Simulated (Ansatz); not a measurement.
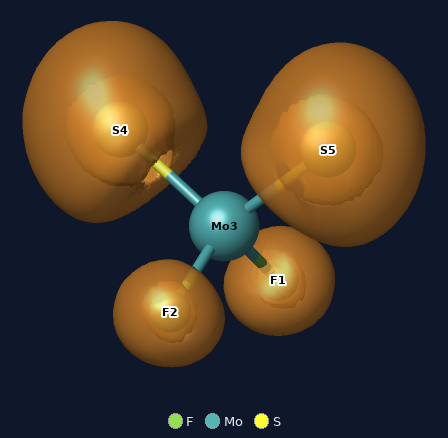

Figure. F2MoS2 (SMILES [F][Mo]([F])(=[S])=[S]). Isosurface of the ELF at 0.75 (orange), seen at a tilt. Only the valence region is drawn (cores and ρ < 0.01 e/Å³ removed).

Geometry: PBE0-D4/def2-SVP; core potentials replace the inner electrons of Mo.

Computed with Ansatz 0.2.0, isolated molecule in a Gaussian basis; Kohn-Sham density functional theory, functional PBE0.

Input file:

```
crystal:
  periodic: [false, false, false]
  atoms:
    - {symbol: F, position_ang: [-2.818934, -0.268709, 1.737622]}
    - {symbol: F, position_ang: [-1.201899, 0.593634, -0.723738]}
    - {symbol: Mo, position_ang: [-1.890828, 1.069097, 0.903150]}
    - {symbol: S, position_ang: [-0.323192, 1.678701, 2.146608]}
    - {symbol: S, position_ang: [-3.161173, 2.710481, 0.643641]}
basis:
  gaussian:
    orbitals: def2-TZVPD
output:
  forces: true
  orbitals: {seedname: orbitals}
hamiltonian:
  xc: pbe0
```

Launched as:

```sh
ansatz run input.yaml --threads 2 --pin off --max-ram 5220MiB --events-out events.jsonl --progress --plain --runs-dir runs
```

Q: What do the ELF domains correspond to?

A: The ELF exceeds this value in two rings or bowls of non-bonding electrons around S and two regions wrapped around F (the valence shell of each).

Values along the shortest contacts:
Mo–F (1.83 Å): the ELF peaks at about 0.80 in the valence shell of F, 0.5 Å from its nucleus, and drops to about 0.25 between the two atoms. Mo–S (2.09 Å): the ELF peaks at about 0.75 in the valence shell of S, 0.8 Å from its nucleus, and is about 0.50 at the midpoint.
